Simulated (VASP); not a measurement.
**Ta: Ta into a neighbouring Ta vacancy**

Aim: the barrier for one hop in Ta: Ta into a neighbouring Ta vacancy.

Calculated with VASP 6.6.1; PBEsol; plane waves and PAW (Ta).

## 1. The host crystal

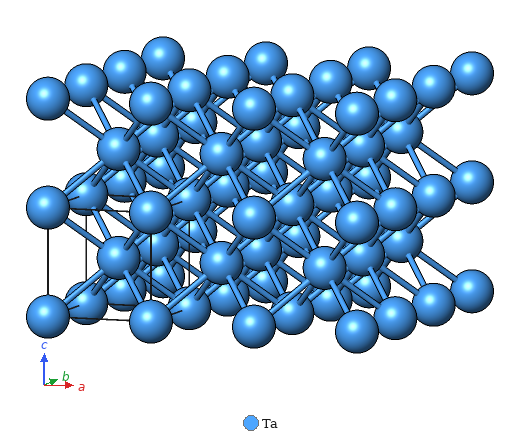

The starting structure, seen slightly off an axis (tantalum blue). 3×3×2 cells are drawn. This picture shows the conventional cell, with its axes. Some periodic images of atoms are drawn too.

## 2. Relax the host

First cell and atoms are relaxed at a raised cutoff, so that later runs start from this functional's own cell.

INCAR

```
SYSTEM = Ta
PREC = Accurate
ENCUT = 350
EDIFF = 1E-06
NELM = 120
ISMEAR = 1
SIGMA = 0.15
LREAL = .FALSE.
ALGO = Normal
GGA = PS
NBANDS = 8
LASPH = .TRUE.
LORBIT = 11
LWAVE = .FALSE.
LCHARG = .FALSE.
KPAR = 6
IBRION = 2
NSW = 40
ISIF = 3
EDIFFG = -0.02
POTIM = 0.4
```

POSCAR

```
Ta
1.0
   -1.6550000000      1.6550000000      1.6550000000
    1.6550000000     -1.6550000000      1.6550000000
    1.6550000000      1.6550000000     -1.6550000000
Ta
1
Direct
    0.0000000000      0.0000000000      0.0000000000
```

KPOINTS

```
Automatic mesh
0
Gamma
14 14 14
0 0 0
```

Potentials, in the order of the species: Ta (PBE family, release 64).

Command:

```
mpirun -np 6 vasp_std
```

What it wrote:

```text
[banner, memory and clock lines left out]
running    6 mpi-ranks, on    1 nodes
 distrk:  each k-point on    1 cores,    6 groups
 distr:  one band on    1 cores,    1 groups

 POSCAR found type information on POSCAR Ta
 POSCAR found :  1 types and       1 ions
|                                                                             |
|           W    W    AA    RRRRR   N    N  II  N    N   GGGG   !!!           |
|           W    W   A  A   R    R  NN   N  II  NN   N  G    G  !!!           |
|           W    W  A    A  R    R  N N  N  II  N N  N  G       !!!           |
|           W WW W  AAAAAA  RRRRR   N  N N  II  N  N N  G  GGG   !            |
|           WW  WW  A    A  R   R   N   NN  II  N   NN  G    G                |
|           W    W  A    A  R    R  N    N  II  N    N   GGGG   !!!           |
|                                                                             |
|     For optimal performance we recommend to set                             |
|       NCORE = 2 up to number-of-cores-per-socket                            |
|     NCORE specifies how many cores store one orbital (NPAR=cpu/NCORE).      |
|     This setting can greatly improve the performance of VASP for DFT.       |
|     The default, NCORE=1 might be grossly inefficient on modern             |
|     multi-core architectures or massively parallel machines. Do your        |
|     Unfortunately you need to use the default for GW and RPA                |
|     calculations (for HF NCORE is supported but not extensively tested      |
|     yet).                                                                   |
|                                                                             |

|                                                                             |
|               ----> ADVICE to this user running VASP <----                  |
|                                                                             |
|     You enforced a specific xc type in the INCAR file but a different       |
|     [... a line on the potential file left out ...]
|     I HOPE YOU KNOW WHAT YOU ARE DOING!                                     |
|                                                                             |

 LDA part: xc-table for (Slater+PW92), standard interpolation
 POSCAR, INCAR and KPOINTS ok, starting setup
 FFT: planning ... GRIDC
 FFT: planning ... GRID_SOFT
 FFT: planning ... GRID
 WAVECAR not read
 entering main loop
       N       E                     dE             d eps       ncg     rms          rms(c)
DAV:   1    -0.670258470113E+01   -0.67026E+01   -0.15038E+03  1784   0.320E+02
DAV:   2    -0.131044019889E+02   -0.64018E+01   -0.61259E+01  2376   0.500E+01
DAV:   3    -0.131336397963E+02   -0.29238E-01   -0.29179E-01  2000   0.440E+00
DAV:   4    -0.131336578465E+02   -0.18050E-04   -0.18050E-04  2504   0.807E-02
DAV:   5    -0.131336578492E+02   -0.26990E-08   -0.26728E-08  2080   0.788E-04    0.138E+01
DAV:   6    -0.127621956416E+02    0.37146E+00   -0.24548E-01  2200   0.272E+00    0.689E+00
DAV:   7    -0.126047994771E+02    0.15740E+00   -0.30301E-01  2144   0.295E+00    0.309E-01
DAV:   8    -0.126029656675E+02    0.18338E-02   -0.11744E-03  2048   0.226E-01    0.111E-01
DAV:   9    -0.126028676426E+02    0.98025E-04   -0.85403E-05  2440   0.426E-02    0.157E-02
DAV:  10    -0.126028709326E+02   -0.32900E-05   -0.41167E-06  2184   0.114E-02    0.149E-02
DAV:  11    -0.126028704871E+02    0.44549E-06   -0.41558E-07  1448   0.381E-03
   1 F= -.12602870E+02 E0= -.12603435E+02  d E =-.126029E+02
 curvature:   0.00 expect dE= 0.000E+00 dE for cont linesearch  0.000E+00
 trial: gam= 0.00000 g(F)=  0.129E-63 g(S)=  0.713E-01 ort = 0.000E+00 (trialstep = 0.100E+01)
 search vector abs. value=  0.713E-01
 bond charge predicted
       N       E                     dE             d eps       ncg     rms          rms(c)
DAV:   1    -0.125942374625E+02    0.86335E-02   -0.19618E+00  1720   0.104E+01    0.303E+00
DAV:   2    -0.125785786447E+02    0.15659E-01   -0.98328E-03  2344   0.609E-01    0.154E+00
DAV:   3    -0.125725153177E+02    0.60633E-02   -0.10705E-02  2056   0.539E-01    0.349E-02
DAV:   4    -0.125725596424E+02   -0.44325E-04   -0.65786E-05  2184   0.471E-02    0.224E-02
DAV:   5    -0.125725755949E+02   -0.15953E-04   -0.23234E-05  2280   0.202E-02    0.370E-03
DAV:   6    -0.125725745699E+02    0.10250E-05   -0.44516E-07  1552   0.405E-03    0.212E-03
DAV:   7    -0.125725745731E+02   -0.32177E-08   -0.62970E-09   960   0.707E-04
   2 F= -.12572575E+02 E0= -.12572679E+02  d E =0.302959E-01
 trial-energy change:    0.030296  1 .order    0.032047   -0.071306    0.135400
 step:   0.3566(harm=  0.3450)  dis= 0.00000  next Energy=   -12.615665 (dE=-0.128E-01)
 bond charge predicted
       N       E                     dE             d eps       ncg     rms          rms(c)
DAV:   1    -0.126245749324E+02   -0.52000E-01   -0.78094E-01  1712   0.636E+00    0.198E+00
DAV:   2    -0.126183932591E+02    0.61817E-02   -0.42056E-03  2272   0.409E-01    0.101E+00
DAV:   3    -0.126159881714E+02    0.24051E-02   -0.43604E-03  2016   0.332E-01    0.295E-02
DAV:   4    -0.126159954362E+02   -0.72648E-05   -0.30363E-05  2272   0.327E-02    0.150E-02
DAV:   5    -0.126159979369E+02   -0.25008E-05   -0.70040E-06  2232   0.120E-02    0.240E-03
DAV:   6    -0.126159980752E+02   -0.13827E-06   -0.13690E-07  1064   0.195E-03
   3 F= -.12615998E+02 E0= -.12616352E+02  d E =-.131276E-01
 curvature:  -0.17 expect dE=-0.375E-05 dE for cont linesearch -0.375E-05
 trial: gam=-0.01715 g(F)=  0.293E-65 g(S)=  0.217E-04 ort = 0.124E-02 (trialstep = 0.871E+00)
 search vector abs. value=  0.672E-08
 reached required accuracy - stopping structural energy minimisation
```

The job ended after 5 s (6 MPI ranks of Intel Xeon 6975P-C (Granite Rapids), shared host; peak memory 0.76 GiB; 25 s of CPU time).

The logs omit lines about the potential files and the build; timing stands in the text.

From OUTCAR (step 2):

```text
ion  position               nearest neighbor table
   1  0.000  0.000  0.000-

  LATTYP: Found a body centered cubic cell.
 ALAT       =     3.3100000000

 Subroutine GETGRP returns: Found 48 space group operations
 (whereof 48 operations were pure point group operations)

The static configuration has the point symmetry O_h .

 Found    104 irreducible k-points:

   k-points           NKPTS =    104   k-points in BZ     NKDIM =    104   number of bands    NBANDS=      8

   dimension x,y,z NGX =    18 NGY =   18 NGZ =   18
   dimension x,y,z NGXF=    36 NGYF=   36 NGZF=   36

   ENCUT  =  350.0 eV  25.72 Ry    5.07 a.u.   4.37  4.37  4.37*2*pi/ulx,y,z

   NELECT =       5.0000    total number of electrons

 k-points in reciprocal lattice and weights: Automatic mesh
   0.00000000  0.00000000  0.00000000       0.000
   0.07142857  0.00000000  0.00000000       0.004
   0.14285714  0.00000000  0.00000000       0.004
   0.21428571  0.00000000  0.00000000       0.004
   0.28571429  0.00000000  0.00000000       0.004
   0.35714286  0.00000000  0.00000000       0.004
   0.42857143  0.00000000  0.00000000       0.004
   0.50000000  0.00000000  0.00000000       0.002
   0.07142857  0.07142857  0.00000000       0.009
[...]
0.50000000  0.50000000  0.42857143       0.004
   0.50000000  0.50000000  0.50000000       0.000

 average (electrostatic) potential at core
       1 -34.4260

 E-fermi :   5.7855

 k-point     1 :       0.0000    0.0000    0.0000
  band No.  band energies     occupation
      1      -2.2076      2.00000
      2       6.5394     -0.00000
      3       6.5394     -0.00000
      4       6.5394     -0.00000
      5       9.9049      0.00000
      6       9.9049      0.00000
    ...

 k-point     2 :       0.0714    0.0000    0.0000
  band No.  band energies     occupation
      1      -1.9775      2.00000
      2       6.3860     -0.00000
      3       6.4926     -0.00000
      4       6.7702     -0.00000
      5       9.6601      0.00000
      6       9.9043      0.00000
    ...

 k-point     3 :       0.1429    0.0000    0.0000
  band No.  band energies     occupation
      1      -1.3257      2.00000
      2       5.9855     -0.06781
      3       6.2774     -0.00004
      4       7.4528     -0.00000
      5       9.2692      0.00000
      6       9.9264      0.00000
    ...

  Total       -0.0136986     -0.0136986     -0.0136986      0.0000000      0.0000000      0.0000000
  in kB       -1.2504912     -1.2504912     -1.2504912      0.0000000      0.0000000      0.0000000
  external PRESSURE =      -1.2504912 kB  Pullay stress =       0.0000000 kB

  energy-cutoff  :      350.00
  volume of cell :       17.55
      direct lattice vectors                 reciprocal lattice vectors
    -1.637123902  1.637123902  1.637123902     0.000000000  0.305413658  0.305413658
     1.637123902 -1.637123902  1.637123902     0.305413658  0.000000000  0.305413658
     1.637123902  1.637123902 -1.637123902     0.305413658  0.305413658  0.000000000

 POSITION                                       TOTAL-FORCE (eV/Angst)
 -----------------------------------------------------------------------------------
      0.00000      0.00000     -0.00000         0.000000      0.000000      0.000000
 -----------------------------------------------------------------------------------
    total drift:                                0.000000      0.000000      0.000000

  FREE ENERGIE OF THE ION-ELECTRON SYSTEM (eV)
  ---------------------------------------------------
  free  energy   TOTEN  =       -12.6159980752 eV

  energy  without entropy=      -12.6170598155  energy(sigma->0) =      -12.61635199

 reached required accuracy - stopping structural energy minimisation

 total charge
# of ion       s       p       d       tot
------------------------------------------
    1        0.689   0.728   3.436   4.853

[... 3 further parts left out ...]
```

This run has no spin polarisation. Its electron count is odd, so without a moment it is a metal by construction. The PAW data sets were made with PBE, which is usual practice but a small mismatch for other functionals. The data set Ta keeps the semicore shell frozen, which is cheaper and a little less accurate. The run keeps the 48 symmetry operations of its start, so it cannot find a distortion of lower symmetry.

The steps of the relaxation:

```csv
step,energy less that of the first step (eV),largest force (eV/Å),pressure (GPa),volume (Å³)
1,0.0000,0.0000,-6.93,18.13
2,0.0303,0.0000,14.44,16.53
3,-0.0131,0.0000,-0.12,17.55
```

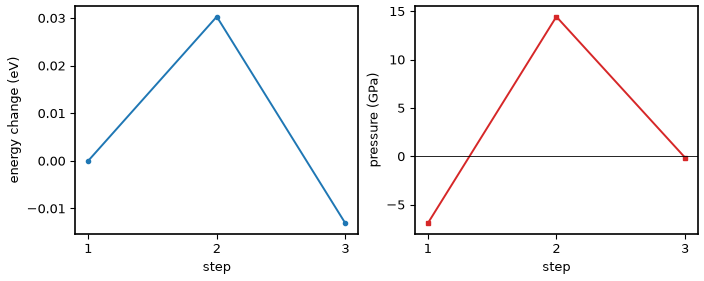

Energy and pressure along the relaxation.

```csv
"conventional cell, symmetrised",before,after,change
a (Å),3.310,3.274,-1.1 %
b (Å),3.310,3.274,-1.1 %
c (Å),3.310,3.274,-1.1 %
volume (Å³/atom),18.13,17.55,-3.2 %
```

Final coordinates:

```
Ta
1.0
    -1.63712    1.63712    1.63712
     1.63712   -1.63712    1.63712
     1.63712    1.63712   -1.63712
Ta
1
Direct
  0.00000 0.00000 0.00000
```

This step gave:

- electronic cycles: 24
- electrons: 5
- free energy (TOTEN): -12.62 eV
- energy at zero smearing: -12.62 eV
- Fermi energy: 5.785 eV
- metallic: yes

The run ended after 3 ionic steps, 0.013 eV below its first step, once forces and stress met EDIFFG = -0.02.

[end of part 1 of 5]

[Lines on the potential files, build, host, timing and source positions are cut from VASP's logs without a mark.]

[Logs are printed without paths, hosts, clocks, repeated set-up lines and the standing remarks that a program may print on its own settings, such as how far it seeks lower states.]

[Hosts, paths, dates, database ids (printed as entryN), source tags and the programs' standing remarks are cut or masked in the printed files.]

[Runs that stopped without an error message from VASP are left out.]
